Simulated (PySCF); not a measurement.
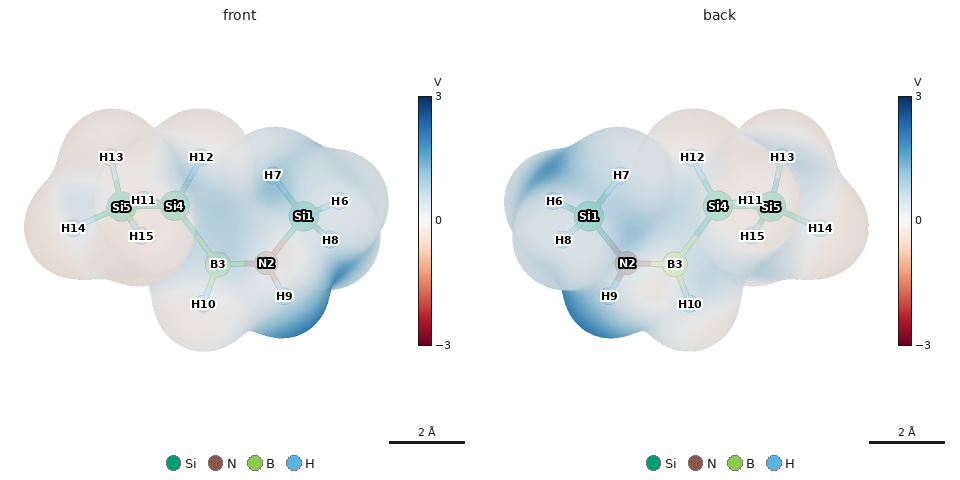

BH10NSi3 (SMILES [SiH3]NB[SiH2][SiH3]). The molecular electrostatic potential painted on the density surface at 0.002 e/bohr³, seen from the front and from behind; the colour scale runs from red (negative) to blue (positive).

Geometry: GFN2-xTB.

Level of theory: PBE0/pcSseg-1, SCF density, gas phase, non-relativistic (PySCF).

```xyz
15

Si   -2.7759   -0.2564    0.1988
N    -1.6798    0.9207   -0.4873
B    -0.3257    0.9011   -0.8287
Si    0.8576   -0.6366   -0.5421
Si    3.0509   -0.0886   -0.0279
H    -2.9551    0.0649    1.6186
H    -2.2240   -1.5894    0.0001
H    -4.0391   -0.0843   -0.5267
H    -2.1551    1.7952   -0.6738
H     0.0986    1.8908   -1.3180
H     0.9177   -1.5074   -1.7399
H     0.4082   -1.5881    0.5007
H     3.7209   -1.0308    0.8726
H     3.9222   -0.0024   -1.2047
H     3.1740    1.2193    0.6307
```

> Which sites attract a positive test charge, and which a negative one?

A positive charge is drawn to the negative regions and a negative charge to the positive ones. The most negative region (about −0.2 V) lies over H12, H13, H14 and H15, the most positive (about +2.0 V) over H9.
